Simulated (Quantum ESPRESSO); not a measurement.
# Gap and tunnelling decay at a withheld lattice constant: TlSrF3, cubic perovskite type

Method. Quantum ESPRESSO 7.5 (pw.x, pwcond.x with ikind = 0), PBE, GBRV ultrasoft, cubic crystals. κ is the slowest decay along [001] at mid-gap among three points across the current.

| a (Å) | gap on the mesh (eV) | κ (1/Å) |
| --- | --- | --- |
| 4.500 | 4.418 | 0.327 |
| 4.644 | 4.429 | 0.347 |
| 4.931 | 4.319 | 0.383 |
| 5.075 | 4.182 | 0.398 |

To predict: What are gap and κ at a = 4.787 Å?

By hand: A line through the rows at 4.644 and 4.931 Å gives a gap of 4.429 + 0.498 × (4.319 − 4.429) = 4.37 eV and κ = 0.365 1/Å. The two-band model κ = 0.5123 √(m* E_g/4) needs m* = 0.414 at 4.644 Å; with that mass and the new gap, κ = 0.345 1/Å.

What the calculation gave: The gap is 4.396 eV and κ = 0.366 1/Å. The line misses the gap by −0.022 eV and κ by −0.3 %; the two-band estimate misses κ by −5.8 %.

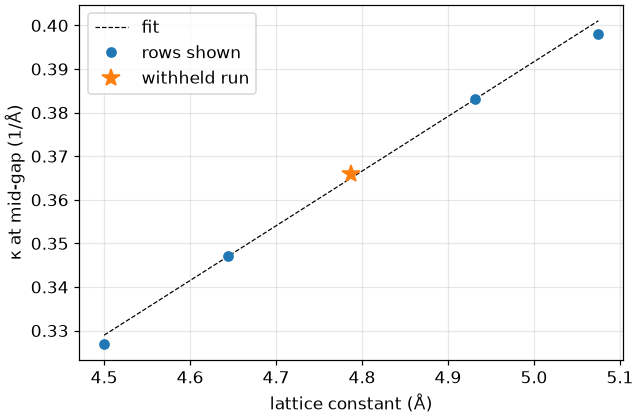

The rows shown, the fit and the withheld run.

Caveats: The structure type is imposed. Local and semilocal gaps and decay constants are too small; no spin-orbit coupling. For an indirect gap m* is a fitting number alone.
